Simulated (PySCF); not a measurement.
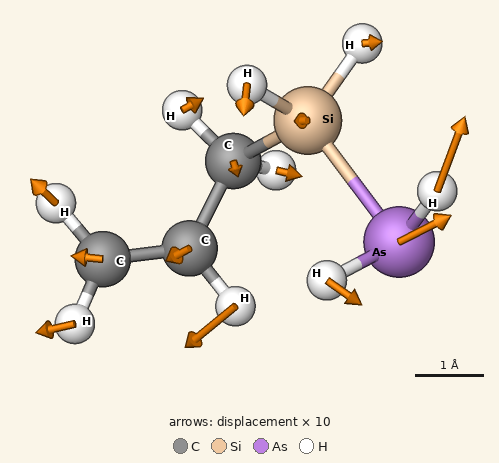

This is a relaxation of C$_{3}$H$_{9}$AsSi. The starting structure is drawn; orange arrows show the displacements, magnified 10 times. The two geometries are superimposed by the best rigid fit.

Style: ball-and-stick. Shown at a tilt.

The start comes from GFN2-xTB.

Theory: PySCF 2.14.0, density-fitted response routines, PBE0-D3(BJ)/def2-SVP geometry optimisation, gas phase. 

Q: What happened in the run?

A: The atom that moves furthest after the best rigid fit is an H atom (0.13 Å). Largest moves by element: H 0.13 Å, As 0.10 Å, C 0.05 Å, Si 0.03 Å. Near-neighbour distances that change, for instance: As–Si 2.328 → 2.374 Å, As–H 1.499 → 1.525 Å, H–Si 1.475 → 1.498 Å, C–Si 1.919 → 1.899 Å. Bond angles that change, for instance: As–Si–H 111.6° → 107.6°, As–Si–H 115.7° → 112.2°, H–As–H 89.5° → 92.5°. The energy falls by 9.79 kJ/mol in 6 geometry steps.
